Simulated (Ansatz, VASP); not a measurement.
# Tl2S in two plane-wave programs, part 2 of 2

One calculation is typed for both programs; each brings its own data sets. How far apart do they land? The cell is generated by rule, not measured, and may not be a known phase. The cell is taken from a series of VASP runs on this material, whose earlier steps may have relaxed, scaled or displaced it; both programs get it as it stands. Valence electrons are named where the data sets of a main pair hold unlike numbers.

VASP 6.6.1 and Ansatz 0.2.0.

So far. Step 2 (VASP: band structure, PBEsol): The run ends at a pressure of 52.50 GPa.

The structure was built from a prototype and need not be the compound's stable phase.

## Step 5: Ansatz: band structure, PBEsol, spin-orbit coupling

Level of this step: Ansatz beside VASP: Kohn-Sham DFT, plane waves, PBEsol, spin-orbit coupling (Ansatz).

With cell and atoms fixed, the geometry can't cause a difference; cores, projectors, grids and the points listed under the comparison can.

The cell is taken from a series of VASP runs on this material, whose earlier steps may have relaxed, scaled or displaced it; both programs get it as it stands.

Contents of input.yaml:

```yaml
crystal:
  lattice:
    - [0.0, 3.00903, 3.00903]
    - [3.00903, 0.0, 3.00903]
    - [3.00903, 3.00903, 0.0]
  atoms:
    - { symbol: S, position: [0.0, 0.0, 0.0] }
    - { symbol: Tl, position: [0.25, 0.25, 0.25] }
    - { symbol: Tl, position: [0.75, 0.75, 0.75] }
hamiltonian:
  xc: pbesol
  pseudopotentials: { kind: paw_fr }
magnetization:
  noncollinear: true
  spin_orbit: true
kpoints:
  mp_grid: { grid: [8, 8, 8] }
  band_path:
    path:
      - [0.0, 0.0, 0.0]
      - [0.16667, 0.0, 0.16667]
      - [0.33333, 0.0, 0.33333]
      - [0.5, 0.0, 0.5]
      - [0.5, 0.08333, 0.58333]
      - [0.5, 0.18333, 0.68333]
      - [0.5, 0.25, 0.75]
      - [0.45, 0.3, 0.75]
      - [0.40833, 0.34167, 0.75]
      - [0.35, 0.35, 0.7]
      - [0.225, 0.225, 0.45]
      - [0.075, 0.075, 0.15]
      - [0.03333, 0.03333, 0.03333]
      - [0.23333, 0.23333, 0.23333]
      - [0.4, 0.4, 0.4]
      - [0.51667, 0.46667, 0.51667]
      - [0.55833, 0.38333, 0.55833]
      - [0.60833, 0.28333, 0.60833]
      - [0.60833, 0.25, 0.64167]
      - [0.55833, 0.25, 0.69167]
      - [0.51667, 0.25, 0.73333]
      - [0.5, 0.3, 0.7]
      - [0.5, 0.38333, 0.61667]
      - [0.5, 0.48333, 0.51667]
      - [0.475, 0.475, 0.55]
      - [0.425, 0.425, 0.65]
      - [0.38333, 0.38333, 0.73333]
      - [0.59167, 0.18333, 0.59167]
      - [0.55, 0.1, 0.55]
      - [0.5, 0.0, 0.5]
    npoints: 1
scf:
  occupations: { method: gaussian, width: 0.02 }
  n_extra_bands: 14
output:
  forces: true
  stress: true
  eigenvalues: true
```

Started as:

```bash
$ ansatz run input.yaml --threads 2 --pin off --max-ram 4608MiB --backend cpu --events-out ev --progress --plain --runs-dir out
```

Numbers of over 12 decimals in the logs are rounded to 6 here.

The program printed:

```text
[...]
non-collinear run that drives no moment, with spin-orbit: no starting moment large enough to seed its density (crystal.atoms[].spin), no starting occupations that ask for one, no magnetisation constraint and no magnetic field, so the semilocal B_xc is pinned to zero
Crystal: 3 atoms, lattice volume = 54.489 Å³
[...]
k-point 1: bands = [... 28 lower, 11.7846, 11.7846, 13.6878, 13.6878, 14.7462, 14.7462, 16.0766, 16.0766, ... 10 higher]
  k-point 2: bands = [... 28 lower, 11.4076, 11.4076, 14.5439, 14.5439, 15.4571, 15.4571, 16.7525, 16.7525, ... 10 higher]
  k-point 28: bands = [... 28 lower, 14.5932, 14.5932, 14.6487, 14.6487, 15.9148, 15.9148, 16.4684, 16.4684, ... 10 higher]
[key lines of the parts left out:]
SCF converged after 6 iterations
Magnetization: |M| = 0.0000 μB,  M = (+0.0000, +0.0000, +0.0000) μB
Free energy (F): -23543.120219 eV
Fermi energy:    15.387438 eV
P = ⅓ Tr σ = 50.5637 GPa (505.637 kbar)
```

Run time: 6.5 s. Hardware: 2 threads of Intel Xeon Platinum 8488C (Sapphire Rapids), shared host; peak memory 0.55 GiB.

## Step 6: VASP: band structure, PBEsol, spin-orbit coupling

The same cell, functional, mesh and smearing now go to VASP, with its own data sets.

Contents of INCAR:

```
SYSTEM = Tl2S
PREC = Accurate
ENCUT = 400
EDIFF = 1E-06
NELM = 100
ISMEAR = 0
SIGMA = 0.02
LREAL = .FALSE.
ALGO = Normal
GGA = PS
LNONCOLLINEAR = .TRUE.
MAGMOM = 0 0 0 0 0 0 0 0 0
NBANDS = 44
GGA_COMPAT = .FALSE.
LASPH = .TRUE.
LSORBIT = .TRUE.
LORBIT = 11
LWAVE = .FALSE.
LCHARG = .FALSE.
KPAR = 4
ISIF = 2
```

Contents of POSCAR:

```
Tl2S
1.0
    0.0000000000      3.0090300000      3.0090300000
    3.0090300000      0.0000000000      3.0090300000
    3.0090300000      3.0090300000      0.0000000000
S Tl
1 2
Direct
    0.0000000000      0.0000000000      0.0000000000
    0.2500000000      0.2500000000      0.2500000000
    0.7500000000      0.7500000000      0.7500000000
```

Contents of KPOINTS:

```
Automatic mesh
0
Gamma
8 8 8
0 0 0
```

Contents of KPOINTS_OPT:

```
Line mode
16
Line-mode
Reciprocal
  0.00000000   0.00000000   0.00000000 GAMMA
  0.50000000   0.00000000   0.50000000 X

  0.50000000   0.00000000   0.50000000 X
  0.50000000   0.25000000   0.75000000 W

  0.50000000   0.25000000   0.75000000 W
  0.37500000   0.37500000   0.75000000 K

  0.37500000   0.37500000   0.75000000 K
  0.00000000   0.00000000   0.00000000 GAMMA

  0.00000000   0.00000000   0.00000000 GAMMA
  0.50000000   0.50000000   0.50000000 L

  0.50000000   0.50000000   0.50000000 L
  0.62500000   0.25000000   0.62500000 U

  0.62500000   0.25000000   0.62500000 U
  0.50000000   0.25000000   0.75000000 W

  0.50000000   0.25000000   0.75000000 W
  0.50000000   0.50000000   0.50000000 L

  0.50000000   0.50000000   0.50000000 L
  0.37500000   0.37500000   0.75000000 K

  0.62500000   0.25000000   0.62500000 U
  0.50000000   0.00000000   0.50000000 X
```

The projector-augmented-wave data sets are S and Tl_d (PBE family, release 64).

Started as:

```bash
$ mpirun -np 4 vasp_ncl
```

The program printed:

```text
[banner, memory and clock lines left out]
running    4 mpi-ranks, on    1 nodes
[...]
[... a notice as in an earlier step ...]

 LDA part: xc-table for (Slater+PW92), standard interpolation
 POSCAR, INCAR and KPOINTS ok, starting setup
[...]
entering main loop
       N       E                     dE             d eps       ncg     rms          rms(c)
DAV:   1     0.181042871749E+03    0.18104E+03   -0.14440E+04  2552   0.115E+03
DAV:   2     0.263932265645E+00   -0.18078E+03   -0.17300E+03  2908   0.305E+02
DAV:   3    -0.740730080481E+01   -0.76712E+01   -0.74906E+01  2932   0.550E+01
DAV:   4    -0.749195565765E+01   -0.84655E-01   -0.84456E-01  2900   0.604E+00
[...]
DAV:  11    -0.708875459292E+01   -0.10172E-04   -0.88981E-05  2804   0.527E-02    0.578E-02
DAV:  12    -0.708875252984E+01    0.20631E-05   -0.12530E-05  2716   0.257E-02    0.775E-03
DAV:  13    -0.708875272539E+01   -0.19555E-06   -0.80255E-07  2020   0.563E-03
   1 F= -.70887527E+01 E0= -.70886325E+01  d E =-.240385E-03  mag=     0.0000    -0.0000    -0.0000
 Start KPOINTS_OPT (optional k-point list driver)
k-point batch [1-29\160]
       N       E                     dE             ncg
DAV:   1     0.600379475107E+04   -0.12385E+05     2552
DAV:   2     0.783996297356E+03   -0.52198E+04     2880
DAV:   3     0.580850757148E+03   -0.20315E+03     2912
DAV:   4     0.578699568564E+03   -0.21512E+01     3012
DAV:   5     0.578670628702E+03   -0.28940E-01     2844
DAV:   6     0.578670006096E+03   -0.62261E-03     2956
DAV:   7     0.578669988521E+03   -0.17574E-04     2932
DAV:   8     0.578669987945E+03   -0.57678E-06     2068
[...]
k-point batch [146-160\160]
       N       E                     dE             ncg
DAV:   1     0.147247320682E+05   -0.11104E+05     1320
DAV:   2     0.120532604732E+05   -0.26715E+04     1508
DAV:   3     0.119566314986E+05   -0.96629E+02     1520
DAV:   4     0.119556691146E+05   -0.96238E+00     1492
DAV:   5     0.119556552282E+05   -0.13886E-01     1448
DAV:   6     0.119556549339E+05   -0.29432E-03     1504
DAV:   7     0.119556549264E+05   -0.75346E-05     1484
DAV:   8     0.119556549262E+05   -0.17754E-06     1024
```

Parts of OUTCAR (step 6):

```text
  Total       17.4292314     17.4292314     17.4292314      0.0000000     -0.0000000      0.0000000
  in kB      512.4827703    512.4827703    512.4827703      0.0000000     -0.0000000      0.0000000
  external PRESSURE =     512.4827703 kB  Pullay stress =       0.0000000 kB

 POSITION                                       TOTAL-FORCE (eV/Angst)
 -----------------------------------------------------------------------------------
      0.00000      0.00000      0.00000        -0.000000      0.000000     -0.000000
      1.50452      1.50452      1.50452        -0.000000     -0.000000     -0.000000
      4.51355      4.51355      4.51355         0.000000      0.000000      0.000000
 -----------------------------------------------------------------------------------
    total drift:                                0.000000      0.000000      0.000000

  FREE ENERGIE OF THE ION-ELECTRON SYSTEM (eV)
  ---------------------------------------------------
  free  energy   TOTEN  =        -7.0887527254 eV

  energy  without entropy=       -7.0885123402  energy(sigma->0) =       -7.08863253

 magnetization (x)
# of ion       s       p       d       tot
------------------------------------------
    1        0.000  -0.000   0.000  -0.000
    2       -0.000   0.000   0.000  -0.000
    3       -0.000   0.000   0.000  -0.000
--------------------------------------------------
tot         -0.000  -0.000   0.000  -0.000

 magnetization (y)
# of ion       s       p       d       tot
------------------------------------------
    1       -0.000   0.000   0.000  -0.000
    2        0.000   0.000   0.000   0.000
    3        0.000   0.000   0.000   0.000
--------------------------------------------------
tot         -0.000   0.000   0.000  -0.000

 magnetization (z)
# of ion       s       p       d       tot
------------------------------------------
    1       -0.000  -0.000   0.000  -0.000
    2       -0.000   0.000   0.000  -0.000
    3       -0.000   0.000   0.000  -0.000
--------------------------------------------------
tot         -0.000  -0.000   0.000  -0.000

[... 1 part as in an earlier step ...]

[... 2 further parts left out ...]
[key lines of the parts left out:]
E-fermi :  10.9887
```

The run ends at a pressure of 51.25 GPa.

## Step 7: Comparison

What differs besides the data sets and the points named for the pairs above, as far as they apply: spin-orbit coupling enters by fully relativistic files in Ansatz and inside the spheres in VASP. Total energies have different zeros and are not compared.

Compared:

| quantity | Ansatz | VASP | difference |
| --- | --- | --- | --- |
| pressure (GPa) | 50.56 | 51.25 | -0.68 |
| pressure without Ansatz's Pulay correction (GPa) | 50.49 | 51.25 | -0.76 |

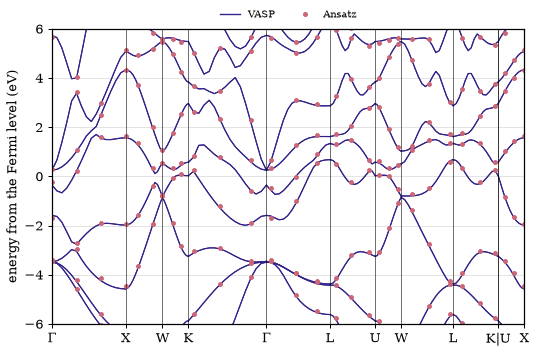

Bands from VASP (lines) and levels from Ansatz (dots). Dots without a line are higher empty bands that the VASP plot leaves out.

Levels from 3 eV below to 2 eV above the Fermi level differ by 55 meV r.m.s. and 125 meV at most; each VASP level is matched to the nearest of Ansatz, which flatters the figure a little. Ansatz's pressure holds a Pulay correction of 0.07 GPa; VASP's holds none.

## Step 8: What came out

```json
{
  "r.m.s. difference of levels near the Fermi level (band structure, PBEsol)": "9.6 meV",
  "r.m.s. difference of levels near the Fermi level (band structure, PBEsol, spin-orbit coupling)": "55 meV",
  "difference in pressure (band structure, PBEsol, spin-orbit coupling)": "-0.68 GPa"
}
```

The difference in pressure is -0.68 GPa (band structure, PBEsol, spin-orbit coupling), within the 1 GPa picked in this series as the mark of a large difference. Such differences can come from data sets, numerical settings and the points named under the comparisons, not from the functional's error against experiment.

[Lines on the potential files, build, host, timing and source positions are cut from VASP's logs without a mark.]

[Logs are printed without paths, hosts, clocks, repeated set-up lines and the standing remarks that a program may print on its own settings, such as how far it seeks lower states.]

[Hosts, paths, dates, database ids (printed as entryN), source tags and the programs' standing remarks are cut or masked in the printed files.]
